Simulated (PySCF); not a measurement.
# AlH3F− (SMILES [H][Al-]([H])([H])[F]) at NEVPT2(2,2)/STO-6G

Aim: the energy change on altering one bond length of AlH3F− at NEVPT2(2,2)/STO-6G, from 2 runs. The job is set up through a Python script.

The results are computed with PySCF 2.14.0.

15 further runs of the same task are left out: 3 that didn't finish, 12 set aside as unsound or not needed.

## (1) Starting point

The species is AlH3F− (5 atoms), meant as a singlet with charge -1. SMILES: `[H][Al-]([H])([H])[F]`. Geometry: a GFN2-xTB relaxation, a rough one for these elements and not checked as a minimum.

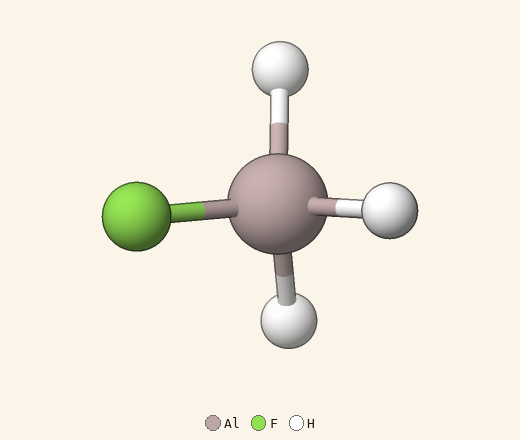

Viewed from a chosen angle; aluminium light grey, fluorine green, hydrogen white.

## (2) A single-point energy at NEVPT2(2,2)/STO-6G

Input file run.py:

```python
# [AlFH3]-
import numpy
from pyscf import gto, scf, mp, mcscf, mrpt

mol = gto.M(
    atom=[
    ('Al', (-0.000570, 0.000210, -0.037540)),
    ('F', (0.011440, -0.019350, 1.657940)),
    ('H', (1.529880, 0.011490, -0.550320)),
    ('H', (-0.774560, 1.332620, -0.519830)),
    ('H', (-0.766190, -1.324970, -0.550240)),
],
    basis='sto-6g',
    max_memory=1860,
    charge=-1,
    verbose=3,
)

mf = mol.RHF()
mf.conv_tol = 1e-10
mf.kernel()
if not mf.converged:
    mf = mf.newton().run(mf.mo_coeff, mf.mo_occ)

pt = mp.MP2(scf.addons.convert_to_uhf(mf)).run()
noons, natorbs = mcscf.addons.make_natural_orbitals(pt)
print('natural occupations', numpy.round(noons[:40], 4))
cas = mcscf.CASSCF(mf, 2, 2)
cas.fix_spin_(ss=0.0)
cas.natorb = True
cas.kernel(natorbs)
e_pt2 = mrpt.NEVPT(cas).kernel()
energy = cas.e_tot + e_pt2
print('E = %.10f Eh' % energy)
```

Launch:

```sh
OMP_NUM_THREADS=1 python run.py
```

What it wrote:

```text
converged SCF energy = -341.571363305232
E(UMP2) = -341.624130442277  E_corr = -0.0527671370444915
E(SCS-UMP2) = -341.630055876672  E_corr = -0.058692571440088
natural occupations [2.     2.     1.9998 1.9998 1.9995 1.9995 1.9994 1.9982 1.9982 1.992
 1.9891 1.9891 1.9887 0.0172 0.01   0.01   0.0095]
CASSCF energy = -341.583431092989
CASCI E = -341.583431092989  E(CI) = -1.25342836706670  S^2 = 0.0000000
Sr    (-1)',   E = 0.00000000000001
Si    (+1)',   E = -0.00000000000551
Sijrs (0)  ,   E = -0.03063474685522
Sijr  (+1) ,   E = -0.00500498602705
Srsi  (-1) ,   E = -0.00077102716139
Srs   (-2) ,   E = -0.00002514021922
Sij   (+2) ,   E = -0.00104910718411
Sir   (0)' ,   E = -0.00575388812381
Nevpt2 Energy = -0.043238895576302
E = -341.6266699886 Eh
```

It took 1.6 s on 1 thread of Arm Neoverse V1, shared host; peak memory 0.12 GiB.

## (3) The distorted shape

Input file run.py:

```python
import numpy
from pyscf import gto, scf, mp, mcscf, mrpt

molecule = gto.Mole()
molecule.atom = '''
Al      -0.006575       0.009991      -0.885327
F        0.011440      -0.019350       1.657940
H        1.523875       0.021271      -1.398107
H       -0.780565       1.342401      -1.367617
H       -0.772195      -1.315189      -1.398027
'''
molecule.charge = -1
molecule.max_memory = 1860
molecule.verbose = 3
molecule.basis = 'sto-6g'
molecule.build()

mf = molecule.RHF()
mf.conv_tol = 1e-10
mf.kernel()
if not mf.converged:
    mf = mf.newton().run(mf.mo_coeff, mf.mo_occ)

pt = mp.MP2(scf.addons.convert_to_uhf(mf)).run()
noons, natorbs = mcscf.addons.make_natural_orbitals(pt)
print('natural occupations', numpy.round(noons[:40], 4))
cas = mcscf.CASSCF(mf, 2, 2)
cas.fix_spin_(ss=0.0)
cas.natorb = True
cas.kernel(natorbs)
e_pt2 = mrpt.NEVPT(cas).kernel()
energy = cas.e_tot + e_pt2
print('Final energy', energy)
```

Launch:

```sh
OMP_NUM_THREADS=1 python run.py
```

What it wrote:

```text
converged SCF energy = -341.388030906141
E(UMP2) = -341.455678004293  E_corr = -0.0676470981526935
E(SCS-UMP2) = -341.465828810133  E_corr = -0.0777979039927674
natural occupations [2.     2.     1.9998 1.9997 1.9996 1.9996 1.9994 1.9994 1.9994 1.9901
 1.9871 1.987  1.9478 0.0578 0.0131 0.0102 0.0102]
CASSCF energy = -341.430514866632
CASCI E = -341.430514866632  E(CI) = -0.659310295963394  S^2 = 0.0000000
Sr    (-1)',   E = -0.00000000000000
Si    (+1)',   E = 0.00000000000054
Sijrs (0)  ,   E = -0.03032310421388
Sijr  (+1) ,   E = -0.00562606431447
Srsi  (-1) ,   E = -0.00116863000256
Srs   (-2) ,   E = -0.00000912511242
Sij   (+2) ,   E = -0.00077848759407
Sir   (0)' ,   E = -0.00200973972515
Nevpt2 Energy = -0.039915150962009
Final energy -341.4704300175937
```

Run time: 1.1 s. Hardware: 1 thread of Arm Neoverse V1, shared host; peak memory 0.12 GiB.

## (4) Summary of results

At NEVPT2(2,2)/STO-6G:

| quantity | value |
| --- | --- |
| first shape: total energy | -341.62667 Eh |
| first shape: HOMO energy (Hartree–Fock orbitals) | -1.14 eV |
| first shape: LUMO energy (Hartree–Fock orbitals) | 22.03 eV |
| first shape: HOMO–LUMO gap (to an unbound level, set by the basis) | 23.17 eV |
| distorted shape: total energy | -341.47043 Eh |
| distorted shape: HOMO energy (Hartree–Fock orbitals) | 2.18 eV |
| distorted shape: LUMO energy (Hartree–Fock orbitals) | 14.99 eV |
| distorted shape: HOMO–LUMO gap (to an unbound level, set by the basis) | 12.81 eV |
| energy change with the Al1–F2 bond stretched from 1.696 to 2.544 Å | 4.252 eV |

**Reading.** With the Al1–F2 bond stretched from 1.696 to 2.544 Å the energy rises by 4.25 eV (410 kJ/mol). The first shape isn't relaxed at this level, so the change isn't measured from a minimum. The minimal basis adds a large error of its own. Mulliken charges (distorted shape) of the mean-field density run from -0.60 on F2 to +0.75 on Al1. The HOMO (distorted shape) lies at positive energy, 2.18 eV: the electron is unbound at this level or held by a compact basis; values depend on the basis.
